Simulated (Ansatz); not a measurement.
# BiAs (model cell, started as NiAs type): from the cell to its phonons, part 2 of 2

Wanted: phonon frequencies of BiAs (model cell, started as NiAs type) and what follows from them.

Ansatz 0.2.0; DFT PBE, scalar-relativistic, plane waves, PAW.

So far. Step 3 (Relaxing to small forces for the phonons): The forces vanish by symmetry and the pressure is 0.000 GPa, within the tolerances set. The cell now holds 28.01 Å³/atom. The relaxed cell has a = 4.177, c = 7.414 Å (conventional setting).

The structure was built from a prototype and need not be the compound's stable phase.

### Step 4. Linear response at the zone centre

The zone centre comes first: it holds the modes that light can see, as far as symmetry allows. No field response is asked, since the mesh shows no gap.

Contents of input.yaml:

```yaml
crystal:
  lattice:
    - [4.1773176012, 0.0, 0.0]
    - [-2.0886588006, 3.6176631623, 0.0]
    - [0.0, 0.0, 7.4141078752]
  atoms:
    - { symbol: Bi, position: [0.0, 0.0, 0.0] }
    - { symbol: Bi, position: [0.0, 0.0, 0.5] }
    - { symbol: As, position: [0.3333333333, 0.6666666667, 0.25] }
    - { symbol: As, position: [0.6666666667, 0.3333333333, 0.75] }
kpoints:
  mp_grid: { grid: [12, 12, 6] }
hamiltonian:
  xc: pbe
scf:
  occupations: { method: methfessel_paxton, width: 0.2 }
output:
  eigenvalues: true
phonons:
  method: dfpt
```

The run is started by

```bash
$ ansatz run input.yaml --threads 4 --pin off --max-ram 7168MiB --backend cpu --events-out ev --progress --plain --runs-dir out
```

Numbers of over 12 decimals in the logs are rounded to 6 here.

What it wrote:

```text
[...]
Crystal: 4 atoms, lattice volume = 112.043 Å³
Basis set: ecut = 420 eV, 2143 PW (Γ), exchange–correlation on 60×60×100 points (8 copies of the dense FFT grid, shifted against one another)
Bands: 36, of which v1, the nominal top of the filled ones, is band 30 counted from 1 (29 counted from 0)
Symmetry: 24 space group operations
k-points: 242 of 864 (irreducible under 2 space group operations, time reversal used)
[...]
SCF iter   1: F=—  HF=-34505.044706 eV  |F-HF|=—  |Δ(HF+E_count)|=         —  Δρ=1.13e-3  dr2=1.74e-3  ethr=1.77e-3  ⟨swp⟩=6.4  Hψ=34248  notcnv=0
[...]
SCF iter   8: F=-34505.043583 eV  HF=-34505.043583 eV  |F-HF|=7.28e-12  |Δ(HF+E_count)|=  3.64e-11  S|Δr|=    0.00e0  Δρ=5.26e-8  dr2=4.03e-12  ethr=1.00e-12  ⟨swp⟩=8.1  Hψ=51798  notcnv=0
SCF 1 converged in 8 iterations: F = -34505.043583 eV  dr2 = 4.03e-12
[...]
DFPT response loops at Γ: preconditioner auto → Kerker (q_TF=auto, 2.459 Å⁻¹) (partly filled bands, converged f_vac=0.012); β = 1.00, the filter's whole step (`scf.mixing.beta` (0.50) is not read by the response loops under this deck's `scf.mixing.preconditioner`; to damp them name `kerker` or `kerker_dos`, under which they read `scf.mixing.beta`, and type it under 1.00, their step now; both keys bind the ground state too); Broyden in place of MSR1
SCF converged after 8 iterations
[...]
Free energy (F): -34505.043583 eV
[...]
Internal energy: -34505.040586 eV  (E = F + TS)
E sigma→0 (E₀):  -34505.042833 eV
Entropy (-TS):   -0.002996 eV (-0.749 meV/atom)
Fermi energy:    10.095159 eV
[...]
--- Band table (eV; the first three rows and the last of 242) ---
  k-point 0: bands = [... 26 lower, 8.6592, 9.7892, 9.7892, 9.7982, 10.7630, 11.5749, 11.5749, 12.5973, ... 2 higher]
  k-point 1: bands = [... 26 lower, 8.7182, 9.5443, 9.6860, 9.6860, 11.0896, 11.6436, 11.6436, 12.5148, ... 2 higher]
  k-point 2: bands = [... 26 lower, 8.8875, 9.1301, 9.4353, 9.4353, 11.7207, 11.8199, 11.8199, 12.3085, ... 2 higher]
  k-point 241: bands = [... 26 lower, 7.0851, 7.0851, 9.2361, 9.2361, 10.3223, 10.3223, 13.3930, 13.3930, ... 2 higher]
--- Phonons (Γ-DFPT): 4 representative perturbations + reference, on 242 of 864 k-points (Σ response iterations 12) ---
  k mesh reduced under 2 symmetry operations, with k and −k counted as one. Each operation leaves every solved perturbation unchanged. A smaller set is not used because it would not reduce the number of displacements times k-points to solve
  ASR residual: 5.939e-5 → 0.000e0 eV/Å²; symmetrization residual: 2.449e-5 eV/Å²
  ASR residual per site (eV/Å²): 5.94e-5 5.94e-5 5.22e-5 5.22e-5
  Γ frequencies (cm⁻¹): -113.16 0.00 0.00 0.00 37.97 37.97 85.20 85.20 114.71 125.57 125.57 149.83
  non-analytic LO–TO correction: not included (Born effective charges unavailable; polar crystals: no LO–TO splitting at Γ)
```

Run time: 1.8 min. Hardware: 4 threads of Arm Neoverse V2, shared host; peak memory 3.2 GiB.

Reading the cycles: dr2 is the Hartree energy of the density residual (eV), the measure of convergence; HF is the Harris–Foulkes estimate of the energy, which meets the free energy F at convergence.

This step gave:

| Property | Result |
| --- | --- |
| sum-rule residual before enforcement | 5.94e-5 eV/Å² |
| point group | 6/mmm |
| highest optical mode at the zone centre (no LO-TO term) | 149.8 cm⁻¹ |
| lowest optical zone-centre mode | -113.2 cm⁻¹ |

Patterns of degenerate modes are one choice out of their space. Modes at Γ, with each element's share of the kinetic energy (negative means imaginary):

```
mode  frequency (cm⁻¹)  symmetry  Bi %  As %
   1            -113.2       A2u    26    74
   2               0.0  acoustic    74    26
   3               0.0  acoustic    74    26
   4               0.0  acoustic    74    26
   5              38.0       E2u   100     0
   6              38.0       E2u   100     0
   7              85.2       E1u    26    74
   8              85.2       E1u    26    74
   9             114.7       B2u   100     0
  10             125.6       E2g     0   100
  11             125.6       E2g     0   100
  12             149.8       B1g     0   100
```

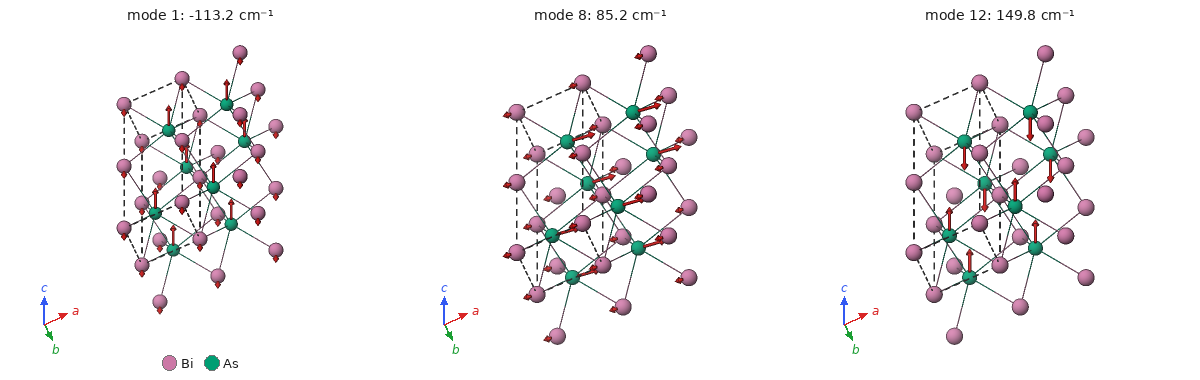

Displacement patterns of modes 1, 8 and 12 at Γ; arrows are exaggerated. Bonds to atoms that aren't drawn are left out. 2×2×1 cells are drawn. Some periodic images of atoms are drawn too.

Before it was imposed, the acoustic sum rule was missed by 5.9e-5 eV/Å². Small misses are needed for a sound result but don't prove that mesh and cutoff are converged. The lowest optical mode is imaginary, 113.2i cm⁻¹, so the energy falls along it.

### Step 5. Response at finite wavevector

Stability and thermal properties need the whole zone. Linear response on a 2×2×2 q mesh gives force constants as far as a supercell of that size would.

input.yaml: that of step 4 with these lines changed.

```diff
@@ -20 +20,9 @@
   method: dfpt
+  qmesh: [2, 2, 2]
+  temperatures: { t_max: 1000, t_step: 50 }
+  qpath:
+    path:
+      - [[0.0, 0.0, 0.0], [0.5, 0.0, 0.0], [0.33333333, 0.33333333, 0.0], [0.0, 0.0, 0.0], [0.0, 0.0, 0.5], [0.5, 0.0, 0.5], [0.33333333, 0.33333333, 0.5], [0.0, 0.0, 0.5]]
+      - [[0.5, 0.0, 0.5], [0.5, 0.0, 0.0]]
+      - [[0.33333333, 0.33333333, 0.5], [0.33333333, 0.33333333, 0.0]]
+    npoints: 10
```

What it wrote:

```text
Warning: phonons: the dynamical matrix that this run interpolates holds no multipole term above the dipole-dipole one, and a site of this crystal is no centre of inversion, so its interpolated transverse optical and acoustic branches and sound speeds can stay off near Gamma, and the density of states and the thermodynamics with them. What a run solves at a wave vector of phonons.qpoints, Gamma apart, where the deck admits one, is free of this, and under fd what a larger phonons.supercell samples
[...]
Crystal: 4 atoms, lattice volume = 112.043 Å³
Basis set: ecut = 420 eV, 2143 PW (Γ), exchange–correlation on 60×60×100 points (8 copies of the dense FFT grid, shifted against one another)
Bands: 36, of which v1, the nominal top of the filled ones, is band 30 counted from 1 (29 counted from 0)
Symmetry: 24 space group operations
k-points: 76 of 864
[...]
SCF iter   1: F=—  HF=-34505.044584 eV  |F-HF|=—  |Δ(HF+E_count)|=         —  Δρ=1.12e-3  dr2=1.73e-3  ethr=1.77e-3  ⟨swp⟩=6.3  Hψ=10678  notcnv=0
[...]
SCF iter   8: F=-34505.043583 eV  HF=-34505.043583 eV  |F-HF|=7.28e-12  |Δ(HF+E_count)|=  7.28e-12  S|Δr|=    0.00e0  Δρ=5.34e-8  dr2=4.21e-12  ethr=1.00e-12  ⟨swp⟩=7.6  Hψ=15697  notcnv=0
SCF 1 converged in 8 iterations: F = -34505.043583 eV  dr2 = 4.21e-12
[...]
SCF iter   7: F=-34505.043583 eV  HF=-34505.043583 eV  |F-HF|=7.28e-12  |Δ(HF+E_count)|=    0.00e0  S|Δr|=    0.00e0  Δρ=5.80e-8  dr2=2.38e-12  ethr=1.00e-12  ⟨swp⟩=2.0  Hψ=5329  notcnv=0
SCF 2 converged in 7 iterations: F = -34505.043583 eV  dr2 = 2.38e-12
phonons: the bands overlap, so this run is a metal and interpolates without the dipole-dipole term. If the crystal is really an insulator or semiconductor, its LO-TO splitting is missing
NSCF: frozen V_eff on 76 k-points
[...]
DFPT response loops at q = (0, 0, 0) (fractional): preconditioner auto → Kerker (q_TF=auto, 2.459 Å⁻¹) (partly filled bands, converged f_vac=0.012); β = 1.00, the filter's whole step (`scf.mixing.beta` (0.50) is not read by the response loops under this deck's `scf.mixing.preconditioner`; to damp them name `kerker` or `kerker_dos`, under which they read `scf.mixing.beta`, and type it under 1.00, their step now; both keys bind the ground state too); Broyden in place of MSR1
[...]
SCF converged after 8 iterations
[...]
Free energy (F): -34505.043583 eV
[...]
Internal energy: -34505.040586 eV  (E = F + TS)
E sigma→0 (E₀):  -34505.042833 eV
Entropy (-TS):   -0.002996 eV (-0.749 meV/atom)
Fermi energy:    10.095159 eV
[...]
--- Band table (eV; the first three rows and the last of 76) ---
  k-point 0: bands = [... 26 lower, 8.6592, 9.7892, 9.7892, 9.7982, 10.7630, 11.5749, 11.5749, 12.5973, ... 2 higher]
  k-point 1: bands = [... 26 lower, 8.7182, 9.5443, 9.6860, 9.6860, 11.0896, 11.6436, 11.6436, 12.5148, ... 2 higher]
  k-point 2: bands = [... 26 lower, 8.8875, 9.1301, 9.4353, 9.4353, 11.7207, 11.8199, 11.8199, 12.3085, ... 2 higher]
  k-point 75: bands = [... 26 lower, 7.4656, 7.4656, 9.0113, 9.0113, 9.6561, 9.6561, 13.9091, 13.9091, ... 2 higher]
--- Phonons (Γ-DFPT): 4 representative perturbations + reference (Σ response iterations 12) ---
  ASR residual: 5.829e-5 → 0.000e0 eV/Å²; symmetrization residual: 1.760e-5 eV/Å²
  ASR residual per site (eV/Å²): 5.57e-5 5.57e-5 5.83e-5 5.83e-5
[...]
--- Phonons (arbitrary-q DFPT): 4 irreducible q on the 2×2×2 mesh ---
  q = [0.0000, 0.0000, 0.0000] (star 1, of the zone-centre solve; hermiticity 5.54e-6, symmetrization 1.74e-11): -113.16 -0.00 -0.00 0.00 37.97 37.97 85.20 85.20 114.71 125.57 125.57 149.83
  q = [0.0000, 0.0000, -0.5000] (star 1, 4 solved perturbations in 590 linear systems a pass and spin channel, the states on 242 of 864 k-point pairs; hermiticity 4.30e-6, symmetrization 5.17e-11): 35.70 35.70 35.70 35.70 79.96 79.96 117.25 117.25 117.25 117.25 135.87 135.87
[...]
sum rule: each row above includes the acoustic sum rule's correction from the zone centre's row sums; it moved no ω² by more than (0.46 cm⁻¹)²
  mesh force constants: q→R imaginary residual 2.26e-17; ASR residual 5.829e-5 → 0.000e0 eV/Å²; symmetrization residual 4.441e-15 eV/Å²
  interpolated dispersion: 93 rows × 12 modes
  density of states and harmonic sums: on the 18×18×10 q-mesh, interpolated from the force constants of a 2×2×2 supercell (no non-analytic term)
  largest difference from the sums on the solved wave vectors: F 8.90e-2 eV, S 1.26e-4 and C_V 4.01e-5 eV/K
  zero-point energy: 0.059985 eV/cell   skipped modes (ω ≤ 0): 102, of them read as no rigid motion or as one in doubt: 99 (4.395e-1 modes/cell left out, lowest -113.16 cm⁻¹)   left out of the sums: 3.67e-2 of the cell's modes: C_V's classical limit lies that fraction below 3 k_B per atom; for a crystal, a wire or a layer, F and S can be off by more, and a phonons.interpolated_qmesh denser along its periods is the remedy for the sampling
```

The job ended after 6.2 min (4 threads; peak memory 2.6 GiB).

Numbers from this step:

| Quantity | Value |
| --- | --- |
| sum-rule residual before enforcement | 5.83e-5 eV/Å² |
| lowest frequency on the path | -113.2 cm⁻¹ |
| highest frequency on the path or at a solved wavevector | 159.4 cm⁻¹ |
| lowest mode on the q mesh (acoustic modes at Γ apart) | -113.2 cm⁻¹ |

Frequencies (cm⁻¹) solved at each irreducible wavevector; negative means imaginary. Frequencies by wavevector, by row:

```
q in reciprocal lattice units  star  mode 1  mode 2  mode 3  mode 4  mode 10  mode 11  mode 12
                        0 0 0     1  -113.2       0       0       0    125.6    125.6    149.8
                     0 0 -0.5     1    35.7    35.7    35.7    35.7    117.2    135.9    135.9
                     0 -0.5 0     3   -85.3    17.4      25    55.6    123.3    131.3    137.1
                  0 -0.5 -0.5     3    45.3    45.3    50.6    50.6    113.7    130.3    130.3
```

Interpolated from a 2×2×2 q mesh, rough between the solved points. The phonon branches at the labelled points (cm⁻¹):

```
    point  branch 1  branch 2  branch 3  branch 4  branch 9  branch 10  branch 11  branch 12
        Γ      -113         0         0         0       115        126        126        150
        M       -85        17        25        56       116        123        131        137
        K        35        35        39        62       114        116        116        121
        Γ      -113         0         0         0       115        126        126        150
        A        36        36        36        36       117        117        136        136
        L        45        45        51        51       114        114        130        130
        H        45        45        54        54       123        123        124        124
        A        36        36        36        36       117        117        136        136
jump to L        45        45        51        51       114        114        130        130
        M       -85        17        25        56       116        123        131        137
jump to H        45        45        54        54       123        123        124        124
        K        35        35        39        62       114        116        116        121
```

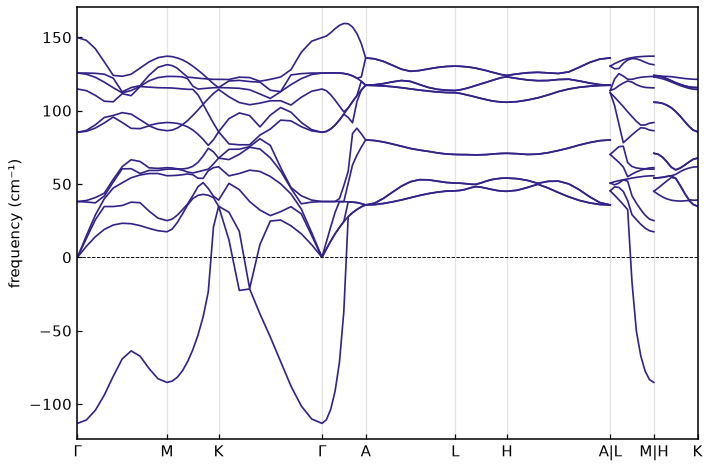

Phonon branches along the path.

The phonon density of states has structure finer than the step of the table below, so its rows give means over 20 cm⁻¹, whole bins alone (the curve runs from -112 to 158 cm⁻¹). Peaks (cm⁻¹: height): 52.5: 0.166, 122.5: 0.223.

Tetrahedra on a 18×18×10 mesh, mean over bins of 5 cm-1. Interpolated from a 2×2×2 q mesh, rough between the solved points. The phonon density of states by wavenumber; means over each step:

```
wavenumber (cm⁻¹)  phonon density of states (1/cm⁻¹/cell)
             -100                                  8.5e-4
              -80                                 0.00301
              -60                                 0.00678
              -40                                 0.00584
              -20                                 0.00390
                0                                 0.00378
               20                                  0.0221
               40                                   0.107
               60                                   0.114
               80                                  0.0587
              100                                  0.0728
              120                                   0.173
              140                                  0.0273
```

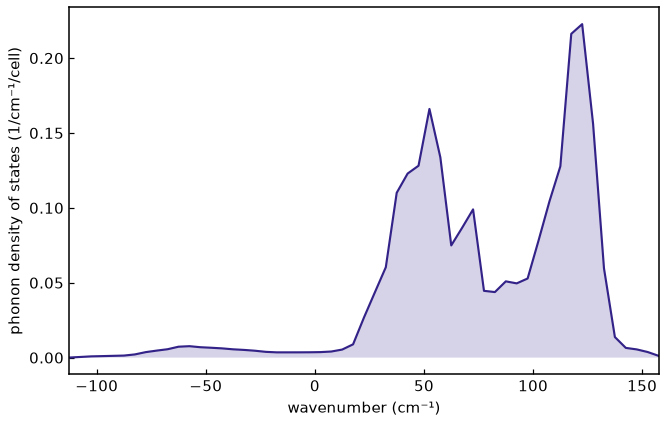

Phonon density of states, plotted against wavenumber.

The partial phonon density of states has structure finer than the step of the table below, so its rows give means over 25 cm⁻¹, whole bins alone (the curve runs from -123 to 174 cm⁻¹). Peaks (cm⁻¹: height): As 121.9: 0.210; Bi 39.6: 0.133, 54.5: 0.140, 69.5: 0.0862.

Phonopy on the run's constants, 15x15x7 mesh, Gaussian sigma 2.1 cm-1. Interpolated from a 2×2×2 q mesh, rough between the solved points. The partial phonon density of states by wavenumber; means over each step; values in 1/cm⁻¹/cell:

```
wavenumber (cm⁻¹)       As       Bi
             -100   6.0e-4   3.0e-4
              -75  0.00271  0.00204
              -50  0.00292  0.00441
              -25   8.7e-4  0.00219
                0   9.4e-5   3.2e-4
               25  0.00507   0.0366
               50   0.0141    0.117
               75   0.0169   0.0500
              100   0.0602   0.0128
              125    0.132   0.0134
              150  0.00428   8.8e-4
```

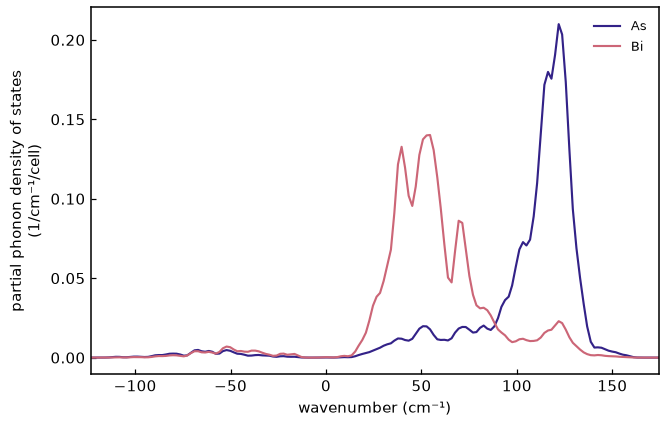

Partial phonon density of states, plotted against wavenumber.

Symmetry leaves 4 wavevectors to solve. The lowest mode among them, the acoustic zeros apart, lies at Γ and is imaginary, 113.2i cm⁻¹, so the energy falls along it.

### Step 6. What came out

| Property | Result |
| --- | --- |
| space group after relaxation (within 0.01 Å) | P6_3/mmc |
| volume per atom | 28.0 Å³ |
| electronic character | no gap on this mesh |
| highest optical mode at the zone centre (no LO-TO term) | 150 cm⁻¹ |
| lowest optical zone-centre mode | -113 cm⁻¹ |
| lowest mode on the q mesh (acoustic modes at Γ apart) | -113 cm⁻¹ |
| highest frequency on the path or at a solved wavevector | 159 cm⁻¹ |
| imaginary modes on the 2×2×2 q mesh | yes |

**Reading.** Modes are clearly imaginary (beyond 10i cm⁻¹) at 2 of the 4 irreducible wavevectors, most at Γ (113.2i cm⁻¹), so this structure is not a minimum of the energy. The optical modes at Γ span -113 to 150 cm⁻¹ (negative means imaginary). The highest mode in this list at Γ, 149.8 cm⁻¹, is mostly motion of As (100 % of the kinetic energy). The q mesh stands for a supercell only 8.4 Å across, so branches between the solved wavevectors are rough. With no gap, or one that is small against the smearing, the frequencies hang on the k mesh and the smearing, most of all near Kohn anomalies. Spin-orbit coupling is left out, which can matter for the heavy elements here. A phonon run warned that its eigensolver left some bands unconverged in a pass. The starting cell was built on a prototype and not taken from a measurement, so the phase need not exist. These are harmonic frequencies at zero temperature: anharmonic shifts, linewidths and thermal expansion are left out.

[Logs are printed without paths, hosts, clocks, repeated set-up lines and the standing remarks that a program may print on its own settings, such as how far it seeks lower states.]

[Hosts, paths, dates, database ids (printed as entryN), source tags and the programs' standing remarks are cut or masked in the printed files.]
